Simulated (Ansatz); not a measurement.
**C₃H₇BFN: small, medium and large basis sets**

How large a basis does C₃H₇BFN need? Two functionals are run in growing sets.

The runs use Ansatz 0.2.0, Gaussian basis; one geometry, several basis sets.

The runs, in order: PBE0-D4/def2-SVP; ωB97M-V/def2-SVP; PBE0-D4/def2-QZVPP; ωB97M-V/def2-QZVPP; the functionals' def2-TZVPP values are taken from earlier runs.

**1. The relaxed structure**

An earlier PBE0-D4 in a triple-zeta def2 set relaxation fixed the geometry.

SMILES `N=CBCCF`, 13 atoms, charge 0, spin multiplicity 1.

Atoms are counted from 1 here; the program's logs count them from 0.

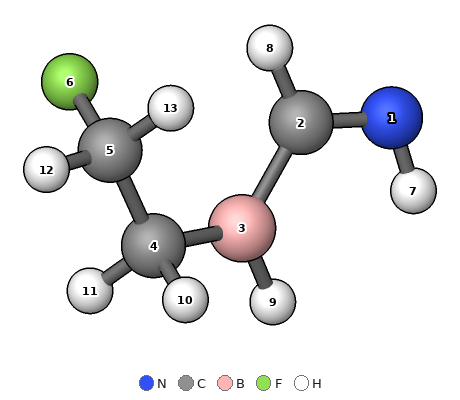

The structure; nitrogen blue, carbon grey, boron pink, fluorine green, hydrogen white; atoms are numbered from 1 in the order of the file.

As a file:

```xyz
13
C3H7BFN
N    -1.58210    2.27269    0.61004
C    -0.96881    1.15258    0.63886
B    -0.60434    0.35335   -0.65809
C     0.52224   -0.71974   -0.76072
C     1.16579   -1.17595    0.52539
F     0.19788   -1.71219    1.36430
H    -1.85419    2.49146   -0.35341
H    -0.64949    0.81605    1.63055
H    -1.19932    0.66384   -1.65531
H     1.29447   -0.29547   -1.42246
H     0.14575   -1.58324   -1.32530
H     1.91667   -1.95421    0.36194
H     1.63606   -0.34385    1.05901
```

**2. PBE0-D4 in def2-SVP**

Input file in.yaml:

```yaml
crystal:
  periodic: [false, false, false]
  atoms:
    - {symbol: N, position_ang: [-1.582101, 2.272686, 0.610041]}
    - {symbol: C, position_ang: [-0.968815, 1.152576, 0.638857]}
    - {symbol: B, position_ang: [-0.604337, 0.353350, -0.658087]}
    - {symbol: C, position_ang: [0.522237, -0.719745, -0.760715]}
    - {symbol: C, position_ang: [1.165791, -1.175950, 0.525387]}
    - {symbol: F, position_ang: [0.197879, -1.712195, 1.364295]}
    - {symbol: H, position_ang: [-1.854191, 2.491458, -0.353408]}
    - {symbol: H, position_ang: [-0.649488, 0.816047, 1.630555]}
    - {symbol: H, position_ang: [-1.199318, 0.663836, -1.655314]}
    - {symbol: H, position_ang: [1.294469, -0.295469, -1.422460]}
    - {symbol: H, position_ang: [0.145745, -1.583240, -1.325305]}
    - {symbol: H, position_ang: [1.916675, -1.954206, 0.361941]}
    - {symbol: H, position_ang: [1.636058, -0.343848, 1.059013]}
basis:
  gaussian: {orbitals: def2-SVP}
hamiltonian: {xc: pbe0, dispersion: d4}
output: {orbitals: {seedname: orbitals}}
```

Command:

```console
ansatz run in.yaml --threads 4 --pin off --events-out ev --progress --plain --max-ram 10444MiB
```

After this run come: ωB97M-V in def2-SVP; PBE0-D4 in def2-QZVPP; ωB97M-V in def2-QZVPP.

Q: Predict the results of all the runs planned. Wanted: PBE0-D4: double and triple zeta above quadruple; ωB97M-V: double and triple zeta above quadruple.

As calculated:

```
                                       quantity           value
PBE0-D4: double and triple zeta above quadruple   9.77, 0.44 eV
ωB97M-V: double and triple zeta above quadruple  10.13, 0.43 eV
```

For PBE0-D4 the step from double to triple zeta gains 9.32 eV and the next only 0.44 eV. Total energies overstate the basis error of differences, where much of it tends to cancel.
